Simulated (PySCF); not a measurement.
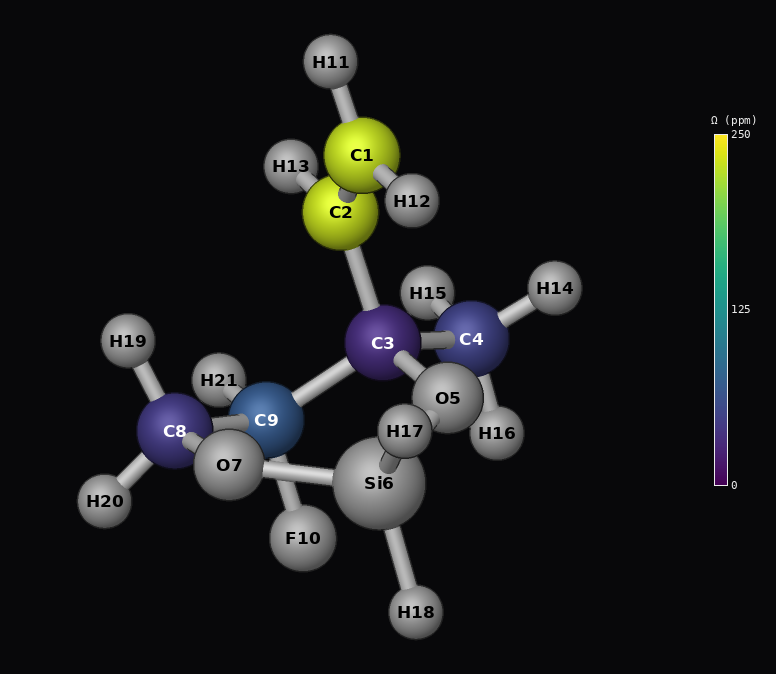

The C atoms are coloured by the span of their shielding tensor. The computed structure is the end point of a GFN2-xTB optimisation. No frequency run is at hand to confirm it as a minimum. Properties computed with GIAO PBE0/pcSseg-1 NMR shielding, non-relativistic, gas phase (PySCF 2.14.0). Principal shieldings σ11 ≤ σ22 ≤ σ33, span Ω = σ33 − σ11, skew κ = 3(σiso − σ22)/Ω.

Give the shielding tensors of the C atoms.

| atom | σ11 | σ22 | σ33 | σiso | Ω | κ |
| --- | --- | --- | --- | --- | --- | --- |
| C1 | −51.3 | 70.4 | 176.5 | 65.2 | 227.8 | −0.07 |
| C2 | −84.1 | 51.4 | 144.8 | 37.4 | 228.8 | −0.18 |
| C3 | 92.3 | 104.0 | 125.1 | 107.1 | 32.8 | 0.29 |
| C4 | 135.5 | 152.7 | 185.4 | 157.9 | 49.9 | 0.31 |
| C8 | 103.1 | 107.3 | 146.9 | 119.1 | 43.8 | 0.81 |
| C9 | 60.3 | 79.7 | 130.9 | 90.3 | 70.6 | 0.45 |

Shieldings and span in ppm.

The geometry is semi-empirical. Around Si such bond lengths and angles can be off by a tenth of an ångström or more and by several degrees, and values that hang on the shape move with them.
